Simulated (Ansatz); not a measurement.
Start from CdTe in the zinc blende structure (space group F-43m, No. 216; a = 6.618 Å).

Perturbation: a hydrostatic pressure of 22.5 GPa.

Method: PBE (Ansatz, an electronic-structure program; PAW; 420 eV plane waves; scalar-relativistic without spin-orbit coupling).

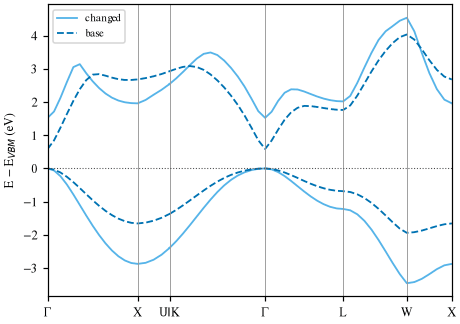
Figure: Highest valence and lowest conduction band along the path, each from its own valence-band maximum

The gap is 1.52 eV, direct at Γ; the base has 0.59 eV.

With Te present, leaving out spin-orbit coupling can change the band edges. Load acts through the strain it causes; cell and atoms are relaxed under it. No phonon test of stability was made. Measured, CdTe leaves this structure (for cinnabar) near 3.53 GPa (temperature not stated; as listed in Datta, Sujoy, Jana, Debnarayan, arXiv (2020)), on rising pressure, with hysteresis.
